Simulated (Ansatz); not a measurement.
# CH5BOS: the cost of one run

All numbers below are computed with Ansatz 0.2.0 (RKS PBE-D4/def2-SVP).

**1. The structure to begin with**

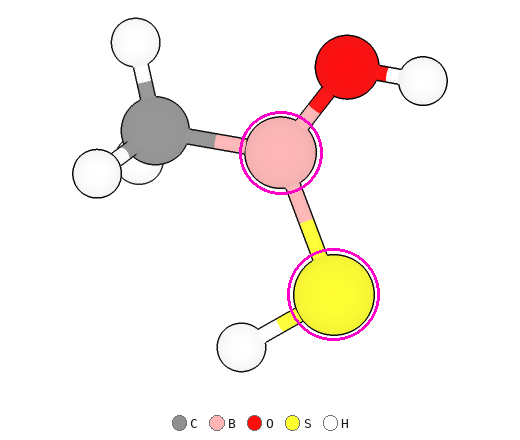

The starting structure, seen from a chosen angle (carbon grey, boron pink, oxygen red, sulfur yellow, hydrogen white). Ringed: B2, S4.

Coordinates:

```xyz
9

C     0.2177    0.8579   -0.6652
B     0.0969   -0.4981    0.1474
O     0.8636   -1.5351   -0.1789
S    -1.0970   -0.6457    1.5272
H    -0.7116    1.0950   -1.1806
H     0.4403    1.7014   -0.0140
H     1.0029    0.7983   -1.4130
H     0.7822   -2.3524    0.3140
H    -1.5950    0.5787    1.4632
```

**2. End point A**

Contents of input.yaml:

```yaml
crystal:
  periodic: [false, false, false]
  atoms:
    - { symbol: C, position_ang: [0.21769, 0.85792, -0.66519] }
    - { symbol: B, position_ang: [0.09693, -0.49814, 0.14741] }
    - { symbol: O, position_ang: [0.86358, -1.53507, -0.17889] }
    - { symbol: S, position_ang: [-1.09697, -0.64569, 1.52724] }
    - { symbol: H, position_ang: [-0.71163, 1.09499, -1.18059] }
    - { symbol: H, position_ang: [0.44027, 1.70143, -0.01405] }
    - { symbol: H, position_ang: [1.00293, 0.79831, -1.41305] }
    - { symbol: H, position_ang: [0.78221, -2.35242, 0.31396] }
    - { symbol: H, position_ang: [-1.59501, 0.57867, 1.46317] }
basis:
  gaussian: { orbitals: def2-SVP }
hamiltonian:
  xc: pbe
  dispersion: d4
relax:
  f_tol: 0.015
  max_steps: 40
output:
  orbitals: {}
```

Run with:

```bash
$ ansatz run input.yaml --threads 1 --pin off --max-ram 2048MiB --backend cpu --events-out ev --progress --plain --runs-dir out
```

Q: Estimate wall time and peak memory on 1 thread of Arm Neoverse V1, shared host.

About 16 s, with a peak of 0.14 GiB.
